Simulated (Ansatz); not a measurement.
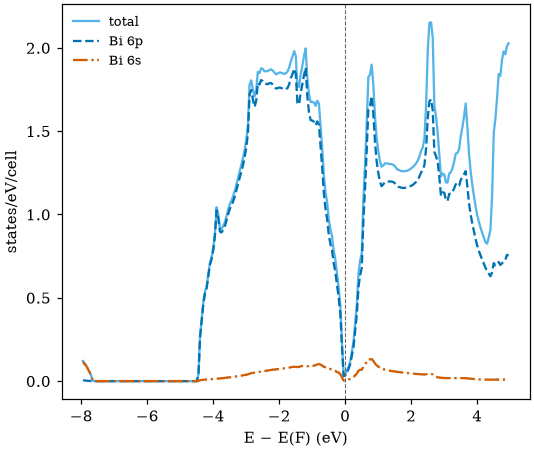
*Total and projected density of states of Bi (A7 (α-As type), space group No. 166), the program Ansatz at the PBE level (PAW)*

Problem. Which orbitals carry the states next to the Fermi level?

Solution. Within 0.5 eV of the Fermi level: Bi 6p 89 %, Bi 6s 9 %. Projections are on Löwdin-orthogonalised atomic valence shells; empty p or d shells of many metals are not among them.

Problem. Where is the tallest occupied peak in this window, and what makes it?

Solution. Near -1.2 eV, about 2.0 states/eV per cell; the largest projected share is Bi 6p.

Space group R-3m (A7 (α-As type)). Symmetry was held in the PBE relaxation. Spin–orbit coupling is left out wherever it is not named.

Potentials: the later of the program's two PAW sets.
